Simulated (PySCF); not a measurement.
**SnF₄: structure of the singlet**

Where does singlet SnF₄ go from a PBE0 minimum start, is the end point a minimum, and what are its modes, charges and moments?

Method: PBE0, basis Sn def2-SVP with ECP28, F def2-SVP, scalar-relativistic core potentials, no spin–orbit coupling, density fitting; program: PySCF 2.14.0.

## (1) Starting geometry

5 atoms, charge 0, spin multiplicity 1.

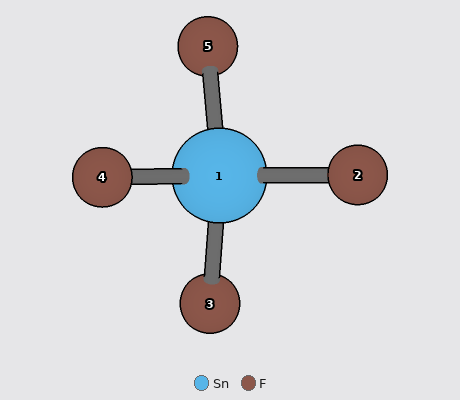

The starting geometry (tin blue, fluorine brown); atoms are numbered from 1 in the order of the file.

Coordinates in bohr (charge 0 multiplicity 1):
```
Sn    0.0000    0.0000    0.0000
F     2.0756    2.0756    2.0756
F    -2.0756    2.0756   -2.0756
F     2.0756   -2.0756   -2.0756
F    -2.0756   -2.0756    2.0756
```

## (2) Finding the electronic state

One driver script runs all steps and calls PySCF; scf.py shows how it sets up the SCF of each step. The optimiser is the driver's own. After this first run the driver tries any further starts and a stability analysis.

scf.py

```python
from pyscf import gto, scf, dft
mol = gto.M(atom='''
Sn     0.000000     0.000000    -0.000000
F      1.098350     1.098350     1.098350
F     -1.098350     1.098350    -1.098350
F      1.098350    -1.098350    -1.098350
F     -1.098350    -1.098350     1.098350''',
    basis={'Sn': 'def2-SVP', 'F': 'def2-SVP'},
    ecp={'Sn': 'def2-SVP'},
    charge=0, spin=0)
mf = dft.RKS(mol, xc='PBE0')
mf.grids.atom_grid = (50, 194)
aux = {'Sn': 'def2-universal-JKFIT', 'F': 'def2-universal-JKFIT'}
mf = mf.density_fit(auxbasis=aux)
mf.conv_tol = 1e-08
mf.diis_space = 10
mf.max_cycle = 60
mf.init_guess = 'minao'
mf.verbose = 4
mf.kernel()
```

Launch:

```console
OMP_NUM_THREADS=2 python axn.py task.json out
```

The log of the run:

```text
init E= -590.106712510566
  HOMO = -0.924820754919889  LUMO = -0.782755748764831  gap/eV = 3.86579
cycle= 1 E= -612.424270421637  delta_E= -22.3  |g|= 1.98  |ddm|= 6.71
  HOMO = -0.392914168591757  LUMO = -0.0162101719235288  gap/eV = 10.25064
cycle= 2 E= -612.753562598879  delta_E= -0.329  |g|= 1.38  |ddm|= 4.16
  HOMO = -0.399686613584642  LUMO = -0.1176807393038  gap/eV = 7.67377
cycle= 3 E= -613.022943110949  delta_E= -0.269  |g|= 0.469  |ddm|= 1.56
  HOMO = -0.450948448433315  LUMO = -0.141918968003154  gap/eV = 8.40912
cycle= 4 E= -613.056852317858  delta_E= -0.0339  |g|= 0.108  |ddm|= 0.381
  HOMO = -0.442525611846062  LUMO = -0.138181109105741  gap/eV = 8.28164
cycle= 5 E= -613.058752217661  delta_E= -0.0019  |g|= 0.00471  |ddm|= 0.0678
  HOMO = -0.442388797588918  LUMO = -0.13749425337479  gap/eV = 8.29660
cycle= 6 E= -613.058757288773  delta_E= -5.07e-06  |g|= 0.000599  |ddm|= 0.00725
  HOMO = -0.442418602431126  LUMO = -0.137559612183782  gap/eV = 8.29564
cycle= 7 E= -613.058757347069  delta_E= -5.83e-08  |g|= 0.000111  |ddm|= 0.000379
  HOMO = -0.44242007753964  LUMO = -0.137575064589257  gap/eV = 8.29526
cycle= 8 E= -613.058757349835  delta_E= -2.77e-09  |g|= 3.32e-06  |ddm|= 0.000115
  HOMO = -0.442420357069157  LUMO = -0.137575158766079  gap/eV = 8.29526
Extra cycle  E= -613.058757349835  delta_E= 1.14e-13  |g|= 3.24e-06  |ddm|= 8.54e-06
converged SCF energy = -613.058757349835
```

This step, with its further starts and checks, took 3.7 s on 2 threads of Arm Neoverse V1, shared host.

No lower closed-shell solution turned up in the test of internal stability.

## (3) Relaxing the singlet from the PBE0 minimum start

The program finds Td symmetry in the start, which this walk keeps. The walk stops when the largest gradient is under 0.0003 Eh/bohr and the energy has settled too.

scf.py, as its differences from that of step 2:

```diff
@@ -3 +3 @@
-Sn     0.000000     0.000000    -0.000000
+Sn     0.000000     0.000000     0.000000
@@ -18 +17,0 @@
-mf.init_guess = 'minao'
```

The optimiser's trace:

```tsv
step	energy (Eh)	change (kJ/mol)	largest symmetric gradient (Eh/bohr)
0	-613.058757	0.00	0.00060
1	-613.058765	-0.02	0.00022
2	-613.058766	-0.02	0.00000
```

The walk took 4.6 s.

Geometry (Å) and forces (eV/Å) at some steps:

```
step 0
Sn   0.000   0.000   0.000   0.000   0.000   0.000
F    1.098   1.098   1.098   0.031   0.031   0.031
F   -1.098   1.098  -1.098  -0.031   0.031  -0.031
F    1.098  -1.098  -1.098   0.031  -0.031  -0.031
F   -1.098  -1.098   1.098  -0.031  -0.031   0.031
step 1
Sn   0.000   0.000   0.000   0.000   0.000   0.000
F    1.100   1.100   1.100  -0.011  -0.011  -0.011
F   -1.100   1.100  -1.100   0.011  -0.011   0.011
F    1.100  -1.100  -1.100  -0.011   0.011   0.011
F   -1.100  -1.100   1.100   0.011   0.011  -0.011
step 2
Sn   0.000   0.000   0.000   0.000   0.000   0.000
F    1.099   1.099   1.099   0.000   0.000   0.000
F   -1.099   1.099  -1.099   0.000   0.000   0.000
F    1.099  -1.099  -1.099   0.000   0.000   0.000
F   -1.099  -1.099   1.099   0.000   0.000   0.000
```

It settles in Td symmetry, 0.0 kJ/mol below the start, after 2 steps: Sn–F 1.904 Å (×4); F–Sn–F 109.5° (×6).

## (4) Vibrations and properties at this point

The point is checked on the finer grid, and tightened if its gradient asks for it. The Hessian and the dipole derivatives come from central differences of analytic gradients, with steps of 0.02 bohr.

scf.py, as its differences from that of step 3:

```diff
@@ -3,5 +3,5 @@
-Sn     0.000000     0.000000     0.000000
-F      1.098350     1.098350     1.098350
-F     -1.098350     1.098350    -1.098350
-F      1.098350    -1.098350    -1.098350
-F     -1.098350    -1.098350     1.098350''',
+Sn    -0.000000    -0.000000     0.000000
+F      1.098293     1.098293     1.098293
+F     -1.098293     1.098293    -1.098293
+F      1.098293    -1.098293    -1.098293
+F     -1.098293    -1.098293     1.098293''',
@@ -12 +12 @@
-mf.grids.atom_grid = (50, 194)
+mf.grids.atom_grid = (75, 302)
@@ -15 +15 @@
-mf.conv_tol = 1e-08
+mf.conv_tol = 1e-10
```

This SCF starts from the last density.

SCF at the final geometry:

```text
init E= -613.058335942223
  HOMO = -0.442483701351389  LUMO = -0.137553795981574  gap/eV = 8.29757
cycle= 1 E= -613.058335942215  delta_E= 8.64e-12  |g|= 5.9e-07  |ddm|= 1.18e-06
  HOMO = -0.442483805421816  LUMO = -0.137553813095568  gap/eV = 8.29757
Extra cycle  E= -613.058335942213  delta_E= 1.71e-12  |g|= 8.74e-07  |ddm|= 1.07e-06
converged SCF energy = -613.058335942213
```

The whole step took 22 s.

Geometry: Td; Sn–F 1.902 Å (×4); F–Sn–F 109.5° (×6).

Modes, for the most abundant isotopes:

```tsv
symmetry	ω (cm⁻¹)	IR (km/mol)	μ (u)	type
e	128	0.0	19.00	bend
t2	176	146	23.14	bend
a1	647	0.0	19.00	stretch
t2	695	190	22.28	stretch
```

No imaginary mode, so this is a minimum.

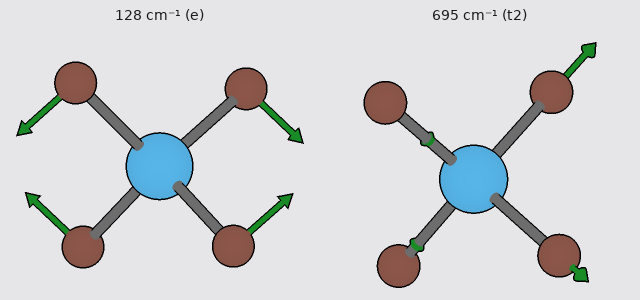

Displacements of 2 of the modes, as arrows (one member where a mode is degenerate).

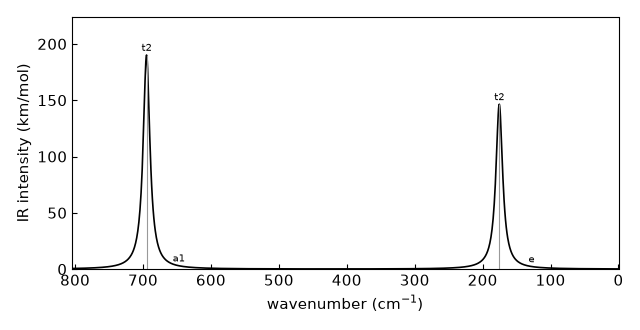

The harmonic infrared spectrum (widths in cm⁻¹). Lines are broadened to a width of 12 cm⁻¹ (Lorentzian).

Properties at this point:

```yaml
Dipole_moment: 0.00 D
Highest_occupied_level: -12.04 eV
Lowest_empty_level: -3.74 eV
Rotational_constants: 0.09195, 0.09195, 0.09195 cm⁻¹
Zero-point_energy: 21.0 kJ/mol
Principal_polarisabilities: 25.0, 25.0, 25.0 bohr³
Atomisation_energy_without_zero-point_energy: 1596 kJ/mol
Principal_traceless_quadrupole_moments_about_the_centre_of_mass: 0.00, 0.00, 0.00 D Å
Entropy_at_298.15_K_and_1_bar: 327.7 J/(mol K)
Heat_capacity_Cp_at_298.15_K: 87.3 J/(mol K)
Enthalpy_at_298.15_K_above_0_K: 19.48 kJ/mol
Rotational_symmetry_number: 12
```

Populations by atom (charges in e):

| atom | Mulliken | Löwdin | polar tensor | Mayer order to Sn1 |
| --- | --- | --- | --- | --- |
| Sn1 | 1.57 | 1.08 | 2.30 | – |
| F2,3,4,5 | -0.39 | -0.27 | -0.57 | 0.92 |

Mulliken populations on Sn1 (outside its core potential): s 2.85, p 7.18, d 10.40.

## (5) Summary of results

| quantity | value |
| --- | --- |
| minimum | singlet, Td |
| geometry | Sn–F 1.902 Å (×4); F–Sn–F 109.5° (×6) |
| wavenumbers (cm⁻¹) | 128 (e), 176 (t2), 647 (a1), 695 (t2) |
| dipole moment | 0.00 D |
| highest occupied, lowest empty level | -12.04, -3.74 eV |
| polar-tensor charge of Sn1 | +2.30 e |
| zero-point energy | 21.0 kJ/mol |
| entropy at 298.15 K | 327.7 J/(mol K) |
| atomisation energy (no zero-point energy) | 1596 kJ/mol |

**Reading.** The PBE0 minimum start keeps its Td symmetry and ends in a minimum. In the infrared the band at 695 cm⁻¹ (t2, stretch) leads. Sn1 has a polar-tensor charge of +2.3 e (a dipole derivative, not a static charge), yet symmetry cancels the bond dipoles. Other starts or spin states, not run here, may lie lower.

The search up to here took 31 s.
